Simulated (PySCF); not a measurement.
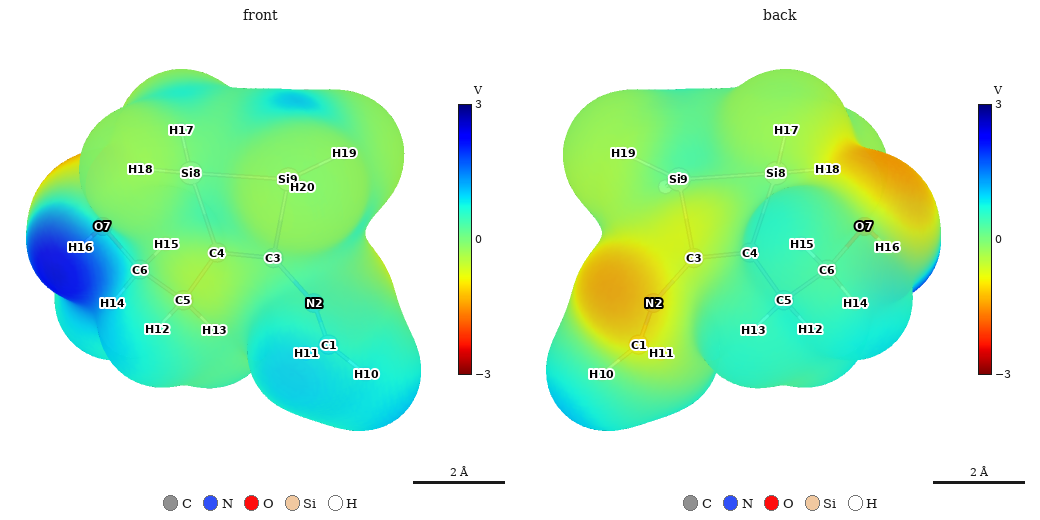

The picture shows: C5H11NOSi2. The electrostatic potential painted on the density surface at 0.002 e/bohr³, seen from the front and from behind; red is negative and blue positive.

Geometry: GFN2-xTB.

Theory: PBE0/pcSseg-1, SCF density, gas phase, non-relativistic (PySCF).

Input file:

```
{"job": {"kind": "nmr", "xc": "PBE0", "basis": "pcSseg-1"}, "charge": 0, "multiplicity": 1}
C     -2.803807    -1.298567    -1.243614
N     -2.136213    -0.923809    -0.248135
C     -1.263610     0.078700    -0.105745
C      0.087288     0.046914    -0.055908
C      0.959500    -1.141645    -0.312865
C      2.260617    -0.983601     0.473449
O      2.875970     0.259707     0.215955
Si     0.642727     1.790696     0.396688
Si    -1.699182     1.904421     0.353273
H     -3.526710    -2.091314    -1.109428
H     -2.705561    -0.879148    -2.247590
H      1.194974    -1.215099    -1.383704
H      0.460391    -2.068485    -0.018747
H      2.954263    -1.807081     0.252022
H      2.048430    -0.983942     1.544598
H      3.057032     0.319394    -0.728549
H      1.320817     2.032306     1.671952
H      1.363916     2.523614    -0.657268
H     -2.594501     1.941515     1.517660
H     -2.501490     2.506104    -0.726775
```

Launched as:

```sh
OMP_NUM_THREADS=1 python probes_run.py task.json out
```

Q: Describe the electrostatic potential map.

A: The most negative region (about −1.5 V, or −35 kcal/mol for a unit charge) lies over N2 and O7, the most positive (about +2.3 V, or +53 kcal/mol for a unit charge) over H16.
